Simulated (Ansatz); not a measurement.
**Nb2AsC, pressure series**

Consider Nb₂AsC (space group P6_3/mmc, No. 194; a cell from a computed database, its experimental status unchecked).

```
Nb2AsC
1.0
    3.29878     0.00000     0.00000
   -1.64939     2.85682     0.00000
    0.00000     0.00000    11.90792
Nb As C
4 2 2
Direct
  0.33333   0.66667   0.40552
  0.66667   0.33333   0.59448
  0.66667   0.33333   0.90552
  0.33333   0.66667   0.09448
  0.66667   0.33333   0.25000
  0.33333   0.66667   0.75000
  0.00000   0.00000   0.50000
  0.00000   0.00000   0.00000
```

Cell and atoms are relaxed at each pressure.

All numbers come from PBEsol (Ansatz, an electronic-structure program, PAW, spin-orbit coupling left out).

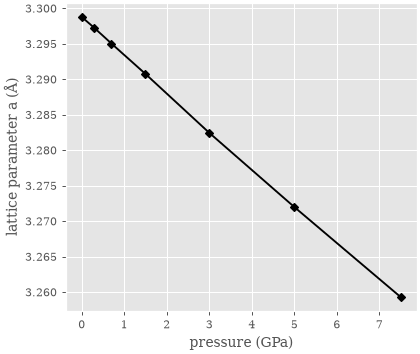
Figure: Lattice parameter a against pressure

Task: From the plot, what is the lattice parameter a for pressure 1.5 GPa?

Result: About 3.291 Å.

Task: Is the trend monotonic over the range shown?

Result: Yes, it falls throughout, spanning 3.259 Å to 3.299 Å.

Load acts through the strain it causes; cell and atoms are relaxed under it. No phonon test of stability was made. No other phases were tried under pressure. All final runs are without spin polarisation.
